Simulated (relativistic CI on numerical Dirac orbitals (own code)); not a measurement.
# Os⁷⁺: relativistic CI calculation

- system: Os⁷⁺.
- method: Dirac-Coulomb-Breit CI, KLI orbitals optimised for each configuration, model QED (radiative potential, 1s self-energy scaled to tabulated hydrogen-like ionisation energies), valence Slater integrals scaled by 0.7, one configuration in a parametric crystal field (relativistic CI on numerical Dirac orbitals, in-house)

## Input file
```
atom Os  Z=76  charge=7  electrons=69
nucleus A=192  rms_radius_fm=5.4126
hamiltonian dirac-coulomb  breit=on  qed=on  c_scale=1
orbitals kli  potential=per-configuration
slater_scale 0.7
correlation none
mixing on
configurations
  [Xe] 4f14 5d
end
crystal_field D4h 10Dq=26750 Ds=2180 Dt=760
```

Hardware: 1 CPU thread, shared host.

The program writes its results to a structured record and prints no log; tables and figures of this report are taken from that record.

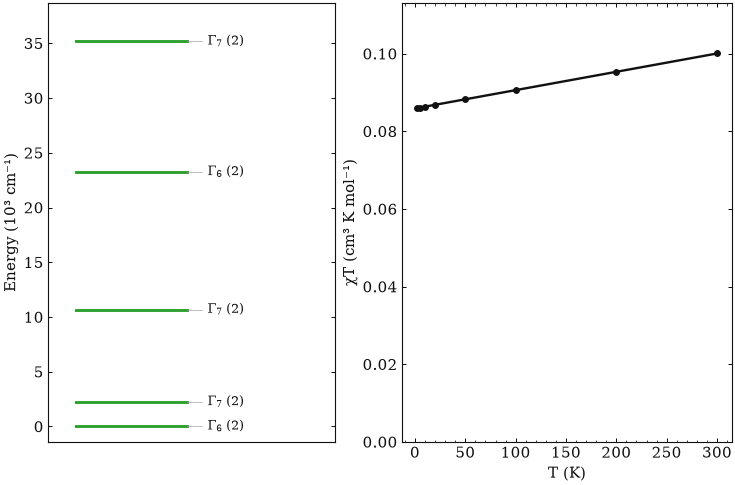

*Os⁷⁺ (5d) in a field of D4h symmetry with 10Dq = 26,750, Ds = 2,180, Dt = 760 cm⁻¹. Labels give the double-group representation and, in brackets, the degeneracy; the lowest 5 of 5 levels are drawn. One open-shell configuration in a parametric field without covalency; powder susceptibility by Van Vleck's formula.*

The ground level is Γ₆, a Kramers doublet, with total spin S = 0.50 (from expectation values); its principal g values, for an effective spin of 1/2, are 0.16, 1.17 and 1.17. The next level lies at 2,230 cm⁻¹ (Γ₇). The field lowers the ground state by 6,550 cm⁻¹ against the free ion. χT is 0.0860 cm³ K mol⁻¹ at 2 K, 0.0883 at 50 K and 0.100 at 300 K, an effective moment of 0.89 μB at room temperature.

## Key numbers

| quantity | value |
| --- | --- |
| outcome | converged |
| levels computed | 5 |
